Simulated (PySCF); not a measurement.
# C7H9FO, SMILES `C=CC1(F)CC=COC1`: electronic structure

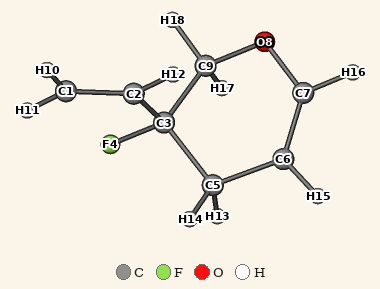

The molecule, with its atoms numbered as below. No frequency check shows the geometry to be a minimum.

Geometry (Å), atoms numbered from 1:

```
C1       2.4942    0.5826   -0.9703
C2       1.1870    0.4706   -0.8360
C3       0.5051   -0.2298    0.3027
F4       1.4500   -0.7075    1.2050
C5      -0.3427   -1.4099   -0.1863
C6      -1.6518   -0.9050   -0.7149
C7      -2.0928    0.3192   -0.4602
O8      -1.4641    1.2396    0.3187
C9      -0.3984    0.7387    1.0893
H10      2.9329    1.0955   -1.8083
H11      3.1720    0.1629   -0.2464
H12      0.5003    0.8891   -1.5579
H13     -0.4984   -2.0994    0.6497
H14      0.1960   -1.9555   -0.9647
H15     -2.2264   -1.5673   -1.3393
H16     -3.0085    0.7204   -0.8675
H17     -0.7869    0.2039    1.9673
H18      0.1782    1.6036    1.4261
```

Part 1: Bonding charge

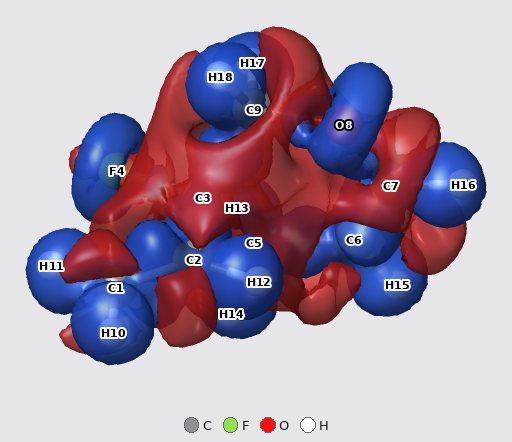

Deformation density (molecule less spherical, spin-averaged free atoms at the same positions), surfaces at ±0.05 e/Å³; blue: gain, red: loss.

PySCF calculation, B3LYP/def2-SVP, gas phase; geometry: GFN2-xTB.

Describe the bonding that the map shows.

Answer. The five largest and four smallest: C7–H16: +0.77 e/Å³ at the bond critical point (bond length 1.08 Å, Mayer order 1.0). C9–H18: +0.76 e/Å³ at the bond critical point (bond length 1.09 Å, Mayer order 0.9). C9–H17: +0.73 e/Å³ at the bond critical point (bond length 1.10 Å, Mayer order 0.9). C1–H11: +0.72 e/Å³ at the bond critical point (bond length 1.08 Å, Mayer order 0.9). C6–C7: +0.72 e/Å³ at the bond critical point (bond length 1.33 Å, Mayer order 1.8). C5–C6: +0.47 e/Å³ at the bond critical point (bond length 1.50 Å, Mayer order 1.0). C7–O8: +0.17 e/Å³ at the bond critical point (bond length 1.36 Å, Mayer order 1.1). O8–C9: +0.10 e/Å³ at the bond critical point (bond length 1.41 Å, Mayer order 1.0); up to 0.6 Å beside the axis the gain reaches +0.30 e/Å³. C3–F4: −0.07 e/Å³ at the bond critical point (bond length 1.39 Å, Mayer order 1.0); up to 0.6 Å beside the axis the gain reaches +0.17 e/Å³. In all, 4.1 electrons gather in the regions of gain relative to the promolecule. A small or negative value marks a very polar bond, one between electron-rich atoms, whose free-atom densities already overlap strongly, a long bond to a heavier atom, or a closed-shell contact such as a hydrogen bond.

Where do the Hirshfeld charges lie?

Answer. The highest Hirshfeld charge is on C3 (+0.11 e), the lowest on O8 (−0.10 e).

Part 2: Bond critical points

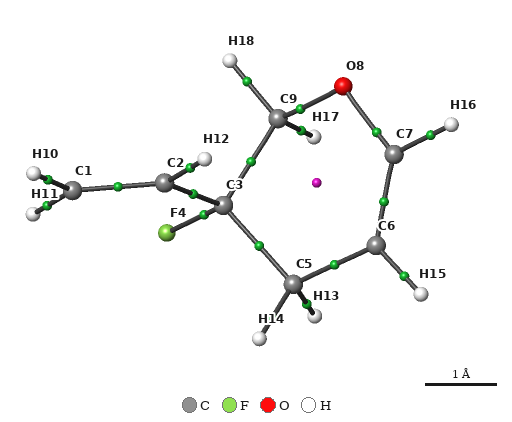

Molecular graph of the electron density (QTAIM): bond paths, bond critical points (green), ring points (magenta, if any); weak paths are dashed.

How many critical points of each kind are there, and does the count close?

Answer. 18 nuclei, 18 bond, 1 ring and 0 cage critical points: 18 − 18 + 1 − 0 = 1, as the Poincaré–Hopf relation requires.

What does the calculation give at each kind of bond critical point?

Answer.
```csv
bond,length (Å),ρ (a.u.),∇²ρ (a.u.),ε,H (a.u.)
C1–C2,1.319,0.348,−0.94,0.40,−0.379
C6–C7,1.326,0.346,−0.94,0.48,−0.379
C7–H16,1.080,0.290,−1.16,0.05,−0.323
C7–O8,1.360,0.285,−0.27,0.02,−0.443
C9–H18,1.093,0.285,−1.11,0.04,−0.312
C1–H11,1.077,0.285,−1.11,0.02,−0.316
C1–H10,1.076,0.284,−1.09,0.02,−0.314
C2–H12,1.081,0.284,−1.09,0.01,−0.312
C6–H15,1.076,0.283,−1.07,0.03,−0.310
C9–H17,1.099,0.280,−1.06,0.04,−0.301
C5–H14,1.093,0.277,−1.01,0.00,−0.297
C5–H13,1.095,0.275,−1.00,0.00,−0.292
C2–C3,1.501,0.265,−0.65,0.08,−0.221
O8–C9,1.407,0.258,−0.40,0.03,−0.373
C5–C6,1.499,0.254,−0.59,0.05,−0.208
C3–C9,1.541,0.251,−0.60,0.09,−0.203
C3–C5,1.533,0.250,−0.59,0.05,−0.201
C3–F4,1.391,0.231,−0.05,0.01,−0.308
```

What kind of interaction is C1–H10?

Answer. Shared-shell (covalent): ρ = 0.284, ∇²ρ = −1.09, H = −0.314 a.u.

Part 3: Electrostatic potential

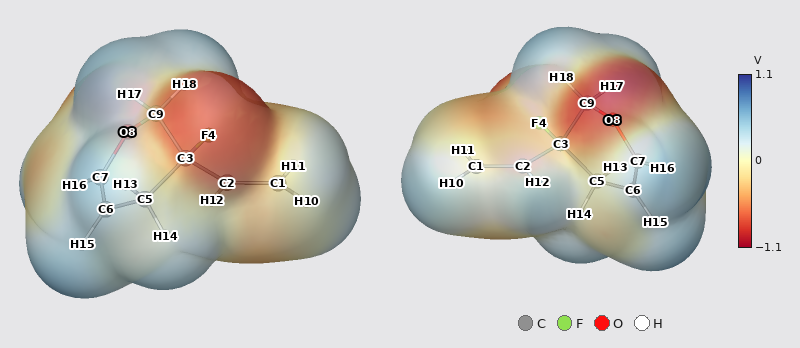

Electrostatic potential on the surface of electron density 0.001 a.u. (back view left, front view right).

Where are the extremes of the potential on the surface?

Answer. Highest: 0.70 V, 1.3 Å from H16. Further maxima include 0.51 V, 1.4 Å from H17; 0.49 V, 1.3 Å from H10. Lowest: −1.01 V, 1.7 Å from O8. Further minima include −0.83 V, 1.6 Å from F4; −0.44 V, over C1, off the plane of its three bonds (2.1 Å). The surface is sampled at points, so like sites can differ by a few per cent and only the strongest of them is named.

Part 4: Excited states

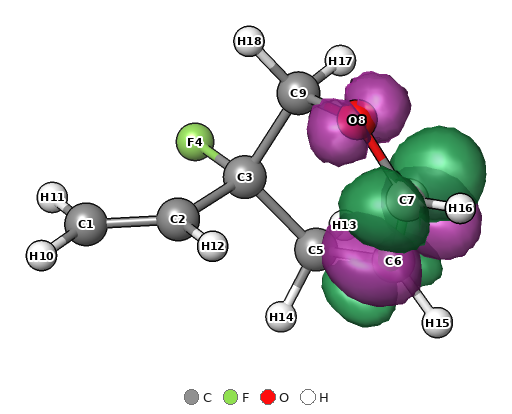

Unrelaxed difference density of T₁ less the ground state (TDA triplet states), ±0.03 e/Å³; green: gain, purple: loss.

PySCF calculation, B3LYP/6-31G*, gas phase; geometry: GFN2-xTB. Without diffuse functions Rydberg states are missing, so the states' numbers hold for this basis only.

How does the charge move on excitation?

Answer. 0.35 e is displaced in all, of which about 0.1 e passes between atoms: O8 (0.07 e) and C6 (0.06 e) lose electrons and C7 (0.10 e) gains them. The state: 4.41 eV (281 nm), spin-forbidden from the singlet ground state; the leading pair carries 100 %; hole on C6 (39 %), C7 (27 %) and O8 (16 %), electron on C7 (37 %), C6 (33 %) and O8 (9 %); their centroids lie 0.1 Å apart.

Part 5: In an electric field

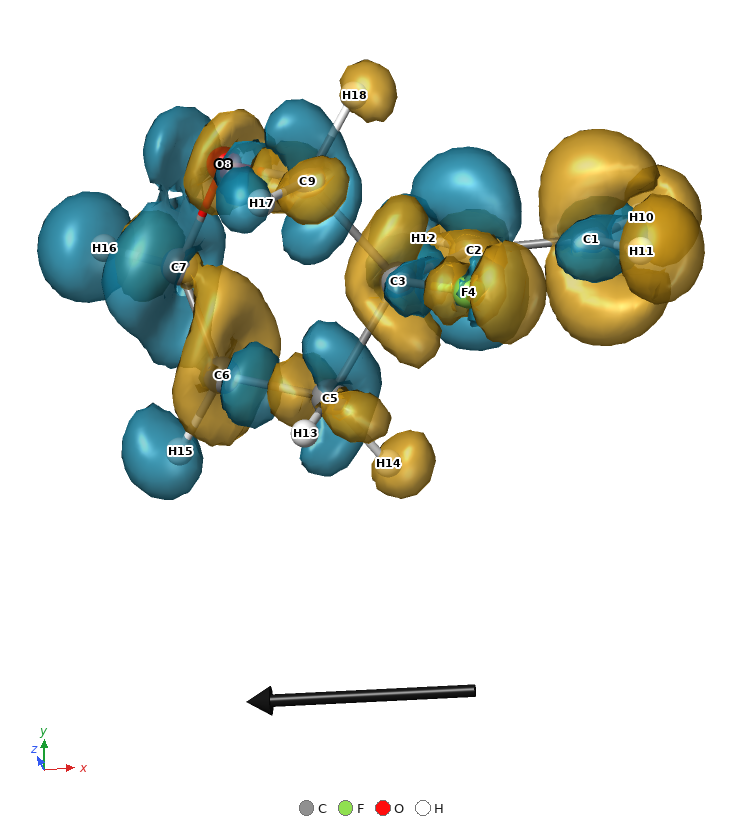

Change of the electron density in a uniform field of 0.26 V/Å along −x (arrow), surfaces at ±0.003 e/Å³ (yellow: gain, teal: loss).

Level of theory: TPSS/6-31+G* (PySCF), at a geometry from GFN2-xTB. The basis has diffuse s and p functions alone, which still leaves polarisabilities too small, most of all across bonds.

What dipole is induced, and what polarisability does it imply?

Answer. The induced dipole is 1.25 D (along the field); α along this axis, from the fields in both directions, is 98 bohr³ (14.6 Å³).

Which atoms gain and lose the most charge?

Answer. Electrons gather most on C1 (Hirshfeld charge changes by −0.017 e) and leave H16 most (+0.011 e); 0.110 electrons are displaced in all.

Part 6: Localised orbitals

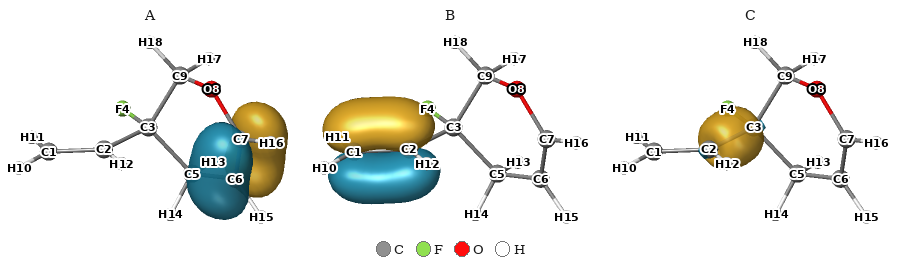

Pipek–Mezey orbitals, occupied; each surface holds about 70 % of the orbital's density. Energies are diagonal elements of the Fock matrix.

PySCF calculation, BP86/cc-pVDZ, gas phase; geometry: GFN2-xTB.

Name the orbitals, with their atomic make-up and energies.

Answer. By panel:
- A: π bond C6–C7 (C6 52 %, C7 47 %; −7.0 eV)
- B: π bond C1–C2 (C1 50 %, C2 49 %; −6.8 eV)
- C: σ bond C3–C2 (C3 50 %, C2 49 %; −13.9 eV)

The PySCF runs shown took 56 s, 8.6 min, 5.4 min and 110 s on 1 thread of Intel(R) Xeon(R) Processor @ 2.50GHz (Skylake/Cascade Lake), with other jobs on the host.
